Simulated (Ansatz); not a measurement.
# What NaGeF3 (model cell, started as cubic perovskite with Ge in the octahedra) distorts into, part 3 of 3

Which phase does NaGeF3 (model cell, started as cubic perovskite with Ge in the octahedra) fall into along its unstable mode, and how much energy does it gain?

Ansatz 0.2.0; DFT PBEsol, scalar-relativistic, plane waves, PAW; PAW set soft_1.

So far. Step 4 (The mode frozen in, largest atomic shift 0.22 Å): The run ends at a pressure of 1.59 GPa, with forces up to 0.26 eV/Å. Step 5 (Energy along the mode, all amplitudes (two of the runs …): The lowest of the steps tried is at 0.22 Å, 21.0 meV/atom below the parent; the bottom of the well need not coincide with a step.

The structure was built from a prototype and need not be the compound's stable phase.

## 6. Relaxation from the frozen mode (continued)

The steps of the relaxation (22 of 31):

| step | energy less that of the first step (eV) | largest force component (eV/Å) | pressure (GPa) | volume (Å³) |
| --- | --- | --- | --- | --- |
| 1 | 0.0000 | 0.1845 | 1.59 | 163.57 |
| 2 | -0.1351 | 0.2552 | -0.55 | 168.85 |
| 4 | -0.4299 | 0.3393 | -2.14 | 167.68 |
| 5 | -0.5690 | 0.1053 | -0.91 | 160.85 |
| 7 | -0.7174 | 0.2373 | 0.64 | 150.73 |
| 8 | -0.7288 | 0.0440 | 0.40 | 151.32 |
| 10 | -0.7353 | 0.0023 | 0.02 | 151.59 |
| 11 | -0.7352 | 0.0013 | 0.00 | 151.68 |
| 12* | -0.9003 | 0.0054 | 1.35 | 151.68 |
| 14 | -1.0100 | 0.0378 | 0.21 | 158.27 |
| 15 | -1.0098 | 0.0158 | 0.04 | 158.92 |
| 17 | -1.0098 | 0.0016 | 0.01 | 159.00 |
| 18* | -1.0517 | 0.0030 | 0.44 | 159.00 |
| 20 | -1.0566 | 0.0224 | -0.13 | 164.25 |
| 21 | -1.0576 | 0.0038 | 0.01 | 163.99 |
| 22 | -1.0576 | 0.0013 | 0.00 | 163.98 |
| 24 | -1.0721 | 0.0083 | 0.03 | 164.65 |
| 25 | -1.0707 | 0.0057 | 0.01 | 165.49 |
| 27* | -1.0739 | 0.0019 | 0.01 | 165.47 |
| 28 | -1.0734 | 0.0028 | 0.00 | 165.77 |
| 30 | -1.0732 | 0.0002 | 0.00 | 165.88 |
| 31* | -1.0740 | 0.0001 | 0.00 | 165.88 |

Relaxation steps marked * repeat the geometry before them on a plane-wave basis chosen anew for their cell, so energy and pressure can jump there. Other such steps can lie between the rows shown.

The run keeps the 8 symmetry operations that it works with, so distortions that break them were not tested.

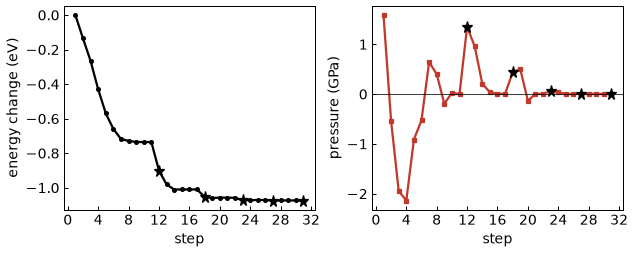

Energy and pressure along the relaxation. Stars mark steps on a basis chosen anew.

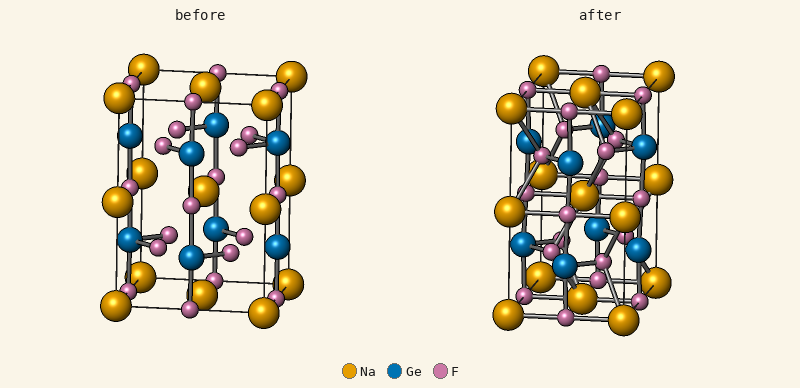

Before and after, at one scale.

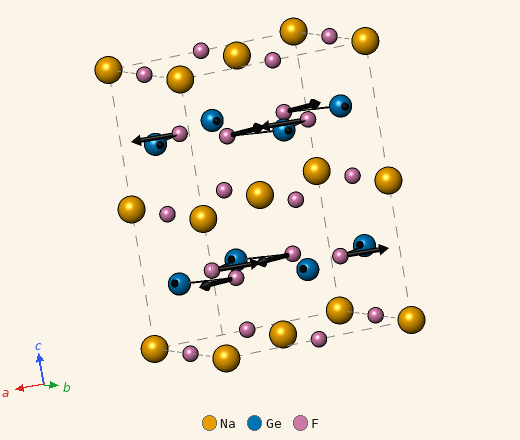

Displacements in the relaxation, exaggerated, measured against the changing cell; the longest in the cell stands for 0.55 Å. Bonds to atoms that aren't drawn are left out. Some periodic images of atoms are drawn too.

| cell as run | before | after | change |
| --- | --- | --- | --- |
| a (Å) | 4.341 | 4.680 | +7.8 % |
| b (Å) | 4.341 | 4.680 | +7.8 % |
| c (Å) | 8.681 | 8.618 | -0.7 % |
| γ (°) | 90.00 | 61.51 | -31.7 % |
| volume (Å³/atom) | 16.36 | 16.59 | +1.4 % |

The atoms that moved most (Å, as changes of fractional coordinates times the final cell):

| atom | dx | dy | dz | length |
| --- | --- | --- | --- | --- |
| F8 | 0.493 | 0.239 | 0.000 | 0.548 |
| F9 | 0.239 | 0.493 | 0.000 | 0.548 |
| F7 | -0.493 | -0.239 | 0.000 | 0.548 |
| F10 | -0.239 | -0.493 | 0.000 | 0.548 |
| Ge3 | 0.075 | -0.075 | 0.000 | 0.107 |
| Ge4 | -0.075 | 0.075 | 0.000 | 0.107 |

This step gave:

| Property | Result |
| --- | --- |
| pressure | 0.001549 GPa |
| gap on the k-mesh | 3.850 eV |
| volume per atom | 16.59 Å³ |

The distorted start has space group Cmcm; the relaxation ends in Cmcm.

## 7. The new phase in its own primitive cell

The relaxed structure is symmetrised, reduced to its primitive cell and relaxed tightly, as its phonons need.

Input file input.yaml:

```yaml
crystal:
  lattice:
    - [4.0216284023, -2.3929087864, 0.0]
    - [4.0216284023, 2.3929087864, 0.0]
    - [0.0, 0.0, 8.6184649822]
  atoms:
    - { symbol: Na, position: [0.0, 0.0, 0.0] }
    - { symbol: Na, position: [0.0, 0.0, 0.5] }
    - { symbol: Ge, position: [0.517047302, 0.482952698, 0.25] }
    - { symbol: Ge, position: [0.482952698, 0.517047302, 0.75] }
    - { symbol: F, position: [0.5, 0.5, 0.0] }
    - { symbol: F, position: [0.5, 0.5, 0.5] }
    - { symbol: F, position: [0.3833601369, 0.9247017841, 0.25] }
    - { symbol: F, position: [0.6166398631, 0.0752982159, 0.75] }
    - { symbol: F, position: [0.0752982159, 0.6166398631, 0.25] }
    - { symbol: F, position: [0.9247017841, 0.3833601369, 0.75] }
kpoints:
  mp_grid: { grid: [6, 6, 4] }
hamiltonian:
  xc: pbesol
  pseudopotentials: { kind: paw, azcp: { folder: soft_1 }, xc_functional: pbe }
scf:
  occupations: { method: fixed }
output:
  forces: true
  stress: true
  eigenvalues: true
relax:
  adjacent_minimum: "off"
  f_tol: 0.001
  max_steps: 60
  cell: { stress_tol: 0.01 }
```

On the command line:

```console
ansatz run input.yaml --threads 8 --pin off --max-ram 16384MiB --backend cpu --events-out ev --progress --plain --runs-dir out
```

Numbers of over 12 decimals in the logs are rounded to 6 here.

Output:

```text
[...]
Crystal: 10 atoms, lattice volume = 165.878 Å³
Basis set: ecut = 420 eV, 3243 PW (Γ), exchange–correlation on 64×64×120 points (8 copies of the dense FFT grid, shifted against one another)
Bands: 54, of which v1, the nominal top of the filled ones, is band 44 counted from 1 (43 counted from 0)
Symmetry: 8 space group operations
[...]
k-points: 39 of 144
[...]
- { symbol: Ge, position: [0.517024, 0.482976, 0.250000] }
    - { symbol: Ge, position: [0.482976, 0.517024, 0.750000] }
    - { symbol: F, position: [0.5, 0.5, 0] }
    - { symbol: F, position: [0.5, 0.5, 0.500000] }
    - { symbol: F, position: [0.383218, 0.924645, 0.250000] }
    - { symbol: F, position: [0.616782, 0.075355, 0.750000] }
    - { symbol: F, position: [0.075355, 0.616782, 0.250000] }
    - { symbol: F, position: [0.924645, 0.383218, 0.750000] }
[key lines of the parts left out:]
SCF converged after 7 iterations
Free energy (F): -16267.282110 eV
Fermi energy:    2.777367 eV
P = ⅓ Tr σ = 0.0007 GPa (0.007 kbar)
```

Elapsed: 18 s, on 8 threads of Arm Neoverse V1, shared host; peak memory 0.84 GiB; 2.3 min of CPU time.

Little changed from the start: no atom moved by 0.005 Å and no cell edge by 0.1 %.

This step gave:

- pressure: 6.67e-4 GPa
- gap on the k-mesh: 3.851 eV
- volume per atom: 16.60 Å³
- direct gap on mesh: 4.196 eV

The largest force component left is 0.40 meV/Å and the pressure is 0.001 GPa, within the tolerances set. The cell now holds 16.60 Å³/atom.

## 8. What came out

* unstable mode of the parent: q = (0, 0, -0.5), 226i cm⁻¹
* depth at the lowest point sampled: 21.0 meV/atom
* largest atomic shift at that point: 0.22 Å
* space group reached (within 0.01 Å): Cmcm
* energy gained over the parent (first relaxation, on the mesh of the frozen mode): 128 meV/atom
* volume per atom, phase reached: 16.6 Å³
* gap on the k-mesh, phase reached: 3.85 eV

In words: Along this mode the structure falls into Cmcm, 128 meV/atom below the parent. At the parent's cell the well is 21.02 meV/atom deep on the steps tried, with its lowest point at a shift of 0.22 Å. Relaxing atoms and cell changes the gain by +107.40 meV/atom against the lowest step (energies at zero smearing). Most of the total comes from this relaxation. The modes of the phase reached were not computed on this path. Of the 6 patterns followed to their end from this parent, this one ends 9.45 meV/atom above the lowest, R3m. Each path keeps the symmetry of its pattern, so a lower phase may lie along a pattern not tried. The q mesh stands for a supercell only 8.7 Å across, so branches between the solved wavevectors are rough. The PAW files were made for PBE and serve the other functionals too. The starting cell was built on a prototype and not taken from a measurement, so the phase need not exist.

[Logs are printed without paths, hosts, clocks, repeated set-up lines and the standing remarks that a program may print on its own settings, such as how far it seeks lower states.]

[Hosts, paths, dates, database ids (printed as entryN), source tags and the programs' standing remarks are cut or masked in the printed files.]
